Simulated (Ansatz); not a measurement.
Consider RbGdSe2 (R-3m).

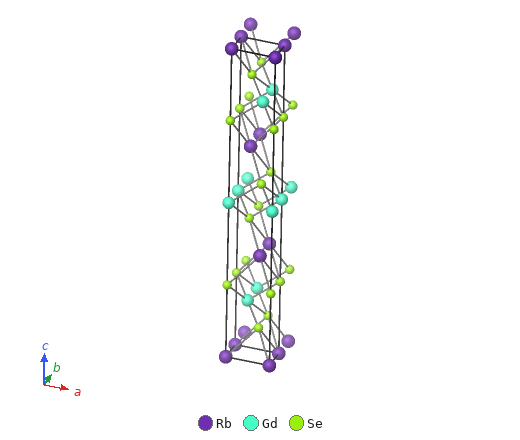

The structure (rubidium purple, gadolinium teal, selenium green). Bonds to atoms that aren't drawn are left out. 1×2×1 conventional cells are drawn. Some periodic images of atoms are drawn too.

Symmetry: R-3m, No. 166, trigonal system. The conventional cell has a = 4.247 Å, b = 4.247 Å, c = 23.689 Å, α = 90.00°, β = 90.00°, γ = 120.00°. Nearest to Rb lie 6 Se at 3.41 Å. Gd has 6 Se at 2.91 Å nearest. Se has 3 Gd at 2.91 Å and 3 Rb at 3.41 Å nearest. Farther neighbours and most contacts between anions are not listed.

```yaml
crystal:
  lattice:
    - [3.55785, 6.56115, 3.55785]
    - [3.55785, 3.55785, 6.56115]
    - [6.56115, 3.55785, 3.55785]
  atoms:
    - { symbol: Rb, position: [0.00000, 0.00000, 0.00000] }
    - { symbol: Gd, position: [0.50000, 0.50000, 0.50000] }
    - { symbol: Se, position: [0.23314, 0.23314, 0.23314] }
    - { symbol: Se, position: [0.76686, 0.76686, 0.76686] }
```

The cell and positions come from the Crystallography Open Database and are kept as given unless a step says otherwise. Spin-orbit coupling is left out unless a run names it. PAW set soft_2, made with PBE.

A constrained-RPA run (Ansatz 0.2.0; non-magnetic LDA; Gd f, bands v4 to c3, 4×4×4 mesh, medium accuracy) builds 7 functions on bands 0.57 eV wide, with 7.0 electrons in the window. The bare on-site interaction is 27.9 eV and the bare J 0.75 eV.

Estimate U, U′ and J.

On the Gd f shell, U = 3.90 eV (14 % of the bare value), U′ = 2.74 eV, J = 0.56 eV.

The parent state is non-magnetic and the interaction static (zero frequency); U depends on the window and the orbitals, so it belongs to this model alone.

[Paths, hosts, dates, memory and timing lines, banners, echoed tables and standing remarks are left out of the program output.]

[Logs are printed without paths, hosts, clocks, repeated set-up lines and the standing remarks that a program may print on its own settings, such as how far it seeks lower states.]

[Runs of the session that timed out or met a known fault of the program may be left out.]

[Hosts, paths, dates, database ids (printed as entryN), source tags and the programs' standing remarks are cut or masked in the printed files.]
